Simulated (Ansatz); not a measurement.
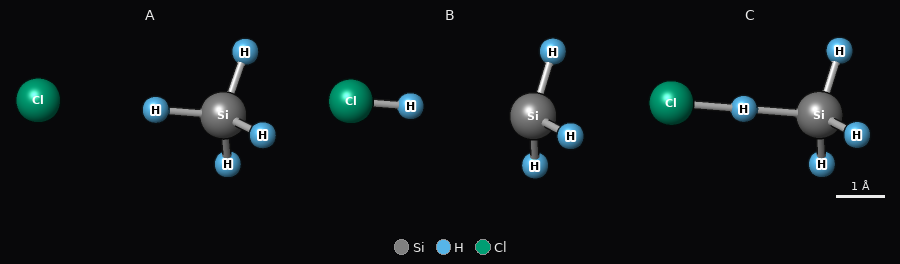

3 geometries from one relaxation of SiH$_{4}$Cl (multiplicity 2), in shuffled order. The picture is a ball-and-stick view, seen at a tilt.

The run prepares an end point of a later path (reaction) calculation, from a guessed geometry.

All numbers below come from Ansatz, UKS B3LYP/def2-SVP. Settings: collinear spin; force threshold 0.03 eV/Å; at most 50 steps.

Order the frames from highest to lowest energy.

Answer. A, C, B. They are steps 0, 7, 17, at +7.27 kcal/mol, +2.75 kcal/mol relative to the last. The atom that moves furthest after the best rigid fit is an H atom (0.99 Å). By element the largest moves are H 0.99 Å, Cl 0.28 Å, Si 0.22 Å. Near-neighbour distances that change, for instance: Cl–H 2.565 → 1.304 Å, H–Si 1.475 → 2.680 Å. New bonds form, among them: Cl–H (2.57 → 1.30 Å). Bonds break, among them: H–Si (1.48 → 2.68 Å). Bond angles that change, for instance: H–Si–H 110.1° → 112.1°. Over 14 accepted moves (17 points after the start) the energy falls by 7.27 kcal/mol. The largest force component goes from 0.59 to 0.016 eV/Å. The line search rejected the trial steps at points 5, 8, 13 of the run. The forces were under the threshold at step 15, but the run went on from there. Cost: 37 s on 1 thread of Arm Neoverse V2 (shared host), peak memory 0.14 GiB.

Limits of the set-up: the start holds two separate molecules, 2.6 Å apart at their closest, whose relative position is a soft coordinate and is computed without a dispersion correction.
